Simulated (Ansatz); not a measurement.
# A thicker film of KZnF3 (001), ZnF2 faces from two thinner ones

In a field along its normal an insulating film takes a dipole p. Written as a length, p/(ε₀AE), it should grow by 1 − 1/ε for each ångström added.

**Method.** Ansatz 0.2.0, plane waves with PAW datasets (its set soft_2), PBE; perovskite films relaxed at a bulk in-plane lattice constant near the measured one, then held in weak fields of both signs with a dipole correction (A is the cell's area, E the outer field).

| run | distance between the outer atoms (Å) | p/(ε₀AE) (Å) |
| --- | --- | --- |
| 2 units | 8.483 | 6.377 |
| 3 units | 12.680 | 8.811 |
| 5 units | 21.072 | ? |

Q: Estimate the withheld value from the rows shown.

Two rows fix a line: slope = (8.811 − 6.377) / (12.680 − 8.483) = 0.5799, intercept 1.4578. That slope means ε = 1/(1 − 0.5799) = 2.38. At 21.072 it gives 0.5799 × 21.072 + 1.4578 = 13.677 Å, beyond the rows fitted. Rounding of the rows alone allows about ±0.004 Å there; two rows can't show whether the line holds.

The run itself gives 13.680 Å: a miss of +0.003 Å, or 0.0 % of the value. The length is met to within 1 %, though ε is more sensitive than the length: the two thickest films give ε = 2.38.

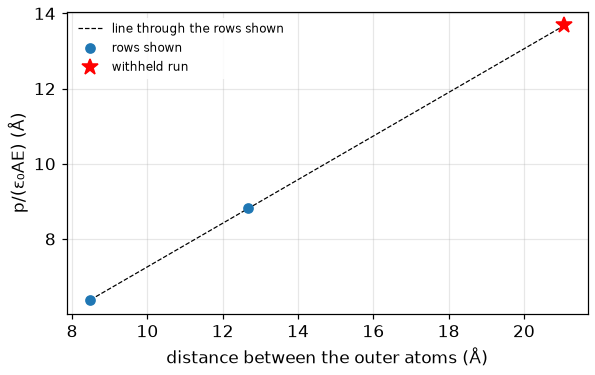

The fit and the withheld run.

Caveats: This is the electronic response alone. A unit is one step of the cut along the normal (a plane, a pair of planes or a cell), and the layers relax along it, away from their bulk spacing where the functional's lattice constant differs from the one held.
